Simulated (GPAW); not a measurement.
# Te K-edge XANES of zinc-blende (ZnTe)₁₋ₓ(CdTe)ₓ at x = 0.75, part 3 of 3

What does the Te K edge look like in zinc-blende (ZnTe)₁₋ₓ(CdTe)ₓ at x = 0.75?

GPAW 26.7.0; X-ray absorption from dipole matrix elements to empty bands, plane-wave PAW LDA.

So far. Step 5 (Spectrum with XCH, Te atom 2): Main maxima below 24 eV (height): 7.0 eV (1.13) and 19.8 eV (1.02). A K edge sees empty p states on the absorber. Step 5 (Spectrum with XCH, Te atom 2): The energy difference (zero at 31877 eV) isn't read as a photon energy: for so heavy an absorber the terms left out (the hole's spin, the functional's error) amount to tens of eV or more.

**7. Spectrum with XCH, Zn atom 15**

The holes are 9.0 Å apart. The excited electron is kept in the cell, where it fills the lowest empty states and screens the hole. After the field has converged, empty bands are computed with the density fixed and the dipole matrix elements are summed.

The absorber has 2 Te at 2.65 Å and 2 Te at 2.69 Å (tetrahedral).

Input file xas.py:

```python
import numpy as np
from ase import Atoms
from ase.parallel import parprint, paropen
from gpaw import GPAW, PW, FermiDirac, Mixer, MixerDif, setup_paths
from gpaw.test import gen
setup_paths.insert(0, '.')
gen('Zn', name='fch1s', xcname='LDA', corehole=(1, 0, 1), write_xml=True)
from gpaw.mpi import world
world.barrier()

atoms = Atoms('CdTeZnTeCdTeCdTeCdTeCdTeCdTeZnTe',
    cell=[[0, 6.38675, 6.38675],
     [6.38675, 0, 6.38675],
     [6.38675, 6.38675, 0]],
    scaled_positions=[[0.9995858, 0.9993207, 0.998461],
     [0.1185732, 0.1190305, 0.1397102],
     [0.9998872, 0.0012961, 0.4995852],
     [0.1207426, 0.1206444, 0.619554],
     [0.9993397, 0.4986547, 0.0006729],
     [0.1253779, 0.6236999, 0.1257986],
     [0.0002497, 0.5010012, 0.5027358],
     [0.1339118, 0.6351899, 0.6171954],
     [0.4982858, 0.0002274, 0.9992462],
     [0.6242473, 0.1248421, 0.1253439],
     [0.5014955, 0.9985212, 0.501801],
     [0.6342815, 0.1344555, 0.6165853],
     [0.5014444, 0.5006615, 0.9988516],
     [0.6188772, 0.6201695, 0.1405459],
     [0.4991529, 0.4996074, 0.5002878],
     [0.6203142, 0.6192497, 0.6202287]],
    pbc=True)
atoms.calc = calc = GPAW(legacy_gpaw=True, mode=PW(400, force_complex_dtype=True), xc='LDA', setups={14: 'fch1s'},
    kpts={'size': (3, 3, 3), 'gamma': True}, occupations=FermiDirac(0.04),
    charge=-1, mixer=Mixer(0.1, 5, 50), maxiter=150,
    convergence={'density': 0.0001, 'eigenstates': 1e-6}, txt='scf.txt')
energy = atoms.get_potential_energy() + calc.get_reference_energy()
ef = calc.get_fermi_level()
out = dict(energy=energy, fermi=ef, forces=atoms.get_forces().tolist())
parprint(f'all-electron energy {energy:.4f} eV, Fermi level {ef:.4f} eV')
ev = np.array([[calc.get_eigenvalues(k, s) for k in range(len(calc.get_ibz_k_points()))] for s in range(calc.get_number_of_spins())])
out['homo'], out['lumo'], out['counts'] = ev[ev < ef].max(), ev[ev > ef].min(), sorted(set((ev < ef).sum((0, 2)).tolist()))
out['filled'] = (ev[:, 0] < ef).sum(1).tolist()

from ase.units import Ha
from gpaw.xas import dipole_matrix_elements
nb = int(calc.get_number_of_electrons() / 2) + 265
top, nb = nb, nb + 8 + nb // 12
nscf = calc.fixed_density(kpts={'size': (3, 3, 3), 'gamma': True}, nbands=nb,
    convergence={'bands': top, 'eigenstates': 5e-3}, maxiter=60, txt='nscf.txt')
cell = atoms.cell.array
ops = [cell.T @ U.T @ np.linalg.inv(cell.T) for U in nscf.wfs.kd.symmetry.op_scc]
filled = [72]  # bands filled in the ground state, by spin
E = np.arange(-6, 30, 0.1)
fwhm = np.interp(E, [4, 25], [1.67, 3.5])
Y, X, zero, highest = 0, 0, 1e9, 1e9
for spin in range(nscf.get_number_of_spins()):
    wfs = nscf.wfs
    mine = wfs.bd.get_slice()  # this rank's bands
    A = dipole_matrix_elements(wfs.setups[14])
    eps = np.zeros((wfs.kd.nibzkpts, nb))
    d = np.zeros((3, A.shape[1], wfs.kd.nibzkpts, nb), complex)
    for kpt in wfs.kpt_u:
        if kpt.s == spin and 14 in kpt.P_ani:
            eps[kpt.k, mine] = kpt.eps_n * Ha
            d[:, :, kpt.k, mine] = (kpt.weight * wfs.nspins / 2) ** 0.5 * np.inner(A, kpt.P_ani[14])
    world.sum(eps)
    world.sum(d)
    T = np.einsum('amkn,bmkn->abkn', d, d.conj()).real
    T = sum(np.einsum('ai,ijkn,bj->abkn', R, T, R) for R in ops) / len(ops)
    empty = np.ones_like(eps, bool) & (np.arange(nb) >= filled[spin])
    zero, highest = min(zero, eps[empty].min()), min(highest, eps[:, top - 1].min())
    lines = [(eps, T, empty)] if spin == 0 else lines + [(eps, T, empty)]
for eps, T, empty in lines:
    f = np.einsum('aakn->akn', T).reshape(3, -1)
    x = eps.ravel() - zero
    w = np.interp(x, E, fwhm) / 2.35482
    g = np.exp(-0.5 * ((E[:, None] - x) / w) ** 2) / (w * (2 * np.pi) ** 0.5)
    Y = Y + (f * empty.ravel()) @ g.T
    X = X + (f * ~empty.ravel()) @ g.T
out.update(E=E.round(2).tolist(), xas=Y.tolist(), xes=X.tolist(), zero=zero, valid=highest - zero, nk=len(eps), nb=nb)
for i in range(0, len(E), 10):
    parprint(f'{E[i]:7.2f}', *(f'{v:10.3e}' for v in Y[:, i]))
import json
with paropen('out.json', 'w') as f:
    json.dump(out, f)
```

Started as:

```
OMP_NUM_THREADS=1 mpirun -n 4 gpaw python xas.py
```

Numbers of over 12 decimals in the logs are rounded to 6 here.

What it wrote:

```text
Input parameters:
  charge: -1
  convergence: {density: 0.0001,
                eigenstates: 1e-06}
  kpts: {gamma: True,
         size: (3, 3, 3)}
  maxiter: 150
  mixer: {backend: pulay,
          beta: 0.1,
          method: separate,
          nmaxold: 5,
          weight: 50}
  mode: {ecut: 400.0,
         force_complex_dtype: True,
         name: pw}
  occupations: {fixmagmom: False,
[...]
*d    :    -0.035193
--------------------------------

Diagonalizing with gridspacing h=0.050

state   all-electron     PAW
-------------------------------
4s:      -0.603317    -0.603615
4p:      -0.343743    -0.343956
3d:      -1.035193    -1.035651
*f:                   -0.018332
-------------------------------
all-electron energy -2477269.0108 eV, Fermi level 5.0824 eV
[...]
28.00  1.612e-07  1.612e-07  1.588e-07
  29.00  1.457e-07  1.457e-07  1.417e-07
[key lines of the parts left out:]
Converged after 15 iterations.
Dipole moment: (-33.377060, -33.471349, -36.743396) |e|*Ang
Free energy:    -57.120048
Fermi level: 5.08244
```

Wall time 10 min (4 MPI ranks of Arm Neoverse V1, shared host); peak memory 0.88 GiB; 40 min of CPU time.

The Zn K spectrum, Zn atom 15, excited-electron core hole (neutral cell) (energy from the bottom of the conduction band, which holds the excited electron; intensity scaled to a mean of 1 over the first 20 eV):

| E (eV) | isotropic | ε ∥ x | ε ∥ z |
| --- | --- | --- | --- |
| -2.0 | 0.00 | 0.00 | 0.00 |
| -0.5 | 0.01 | 0.01 | 0.01 |
| 1.0 | 0.20 | 0.18 | 0.24 |
| 2.5 | 1.00 | 0.96 | 1.08 |
| 4.0 | 1.85 | 1.86 | 1.83 |
| 5.5 | 1.59 | 1.61 | 1.53 |
| 7.0 | 1.07 | 1.09 | 1.04 |
| 8.5 | 1.06 | 1.07 | 1.05 |
| 10.0 | 1.32 | 1.32 | 1.31 |
| 11.5 | 1.06 | 1.05 | 1.09 |
| 13.0 | 0.77 | 0.78 | 0.77 |
| 14.5 | 0.78 | 0.78 | 0.79 |
| 16.0 | 0.67 | 0.67 | 0.66 |
| 17.5 | 0.83 | 0.84 | 0.81 |
| 19.0 | 0.89 | 0.88 | 0.89 |
| 20.5 | 0.91 | 0.90 | 0.92 |
| 22.0 | 0.90 | 0.88 | 0.93 |
| 23.5 | 0.82 | 0.82 | 0.84 |
| 25.0 | 0.91 | 0.91 | 0.91 |
| 26.5 | 1.05 | 1.06 | 1.04 |
| 28.0 | 0.98 | 0.98 | 0.97 |
| 29.5 | 0.85 | 0.86 | 0.83 |

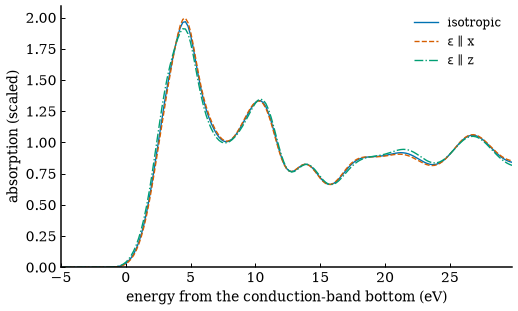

The Zn K edge, Zn atom 15, excited-electron core hole (neutral cell): main maxima at 4.6, 10.4 and 26.8 eV.

Main maxima below 29 eV (height): 4.6 eV (1.97), 10.4 eV (1.33), 13.8 eV (0.82), 21.2 eV (0.92) and 26.8 eV (1.06). 

The total-energy difference is 9672.71 eV. One term is added: -30.82 eV, since the hole is spin-paired here and a spin-polarised one costs that much less in the free atom (computed apart). The photon energy is then 9641.89 eV. The tabulated edge of the element is 9659 eV. The functional leaves an error in such absolute values: in the free atom LDA prices this hole 19.1 eV below PBE (computed apart), and PBE is itself good to a few eV.

**8. Results**

```json
{
  "absorber and edge": "Te K, atom 2 of the ground-state input (counted from 1)",
  "surroundings": "1 Zn at 2.65 Å and 3 Cd at 2.80 Å (distorted tetrahedral)",
  "highest intensity below 23 eV": "7.0 eV above the zero, height 1.13"
}
```

**Reading.** The Te K edge of atom 2, with 1 Zn at 2.65 Å and 3 Cd at 2.80 Å (distorted tetrahedral), has its highest intensity of the first 23 eV at 7.0 eV above the zero, 1.1 times the mean level of the first 20 eV (Gaussian full width 9.89 eV). The script folds with a Gaussian, whereas the core hole's own line is a Lorentzian, so the onset is too steep and the first peak too high.

[Banner, clock and machine lines of the logs are left out without a mark of their own.]

[Logs are printed without paths, hosts, clocks, repeated set-up lines and the standing remarks that a program may print on its own settings, such as how far it seeks lower states.]

[Hosts, paths, dates, database ids (printed as entryN), source tags and the programs' standing remarks are cut or masked in the printed files.]

[Lists of maxima count a maximum above −3 eV only where it reaches 4 % of the highest in the window and stands out from its surroundings by 2 % of it (1.5 % where it reaches 55 %); shoulders and weaker maxima are passed over, and of the rest the first, up to two pre-edge ones and the few strongest are named.]
